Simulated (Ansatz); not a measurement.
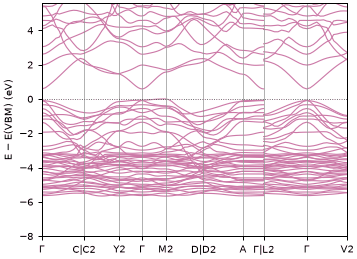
Figure: Band structure from r²SCAN (plane waves, PAW; program Ansatz)

**Question.** Read off the gap and where the band edges lie.

**Answer.** About 0.6 eV (0.58 eV by a search for the band edges); maximum at M2, minimum at Γ.

The material is RbAg3S2 in space group C2/m (No. 12; Pearson symbol mS24).

The workflow started from a Materials Project entry (that database holds measured and hypothetical structures alike); the Crystallography Open Database copy checked does not list it. Its standing as an ambient phase is unchecked. The cell was relaxed with r²SCAN under the symmetry of its start; its stability against distortions is not shown here. The run is not spin-polarised. Spin–orbit coupling is left out wherever it is not named.

Potentials: the later of the program's two PAW sets.
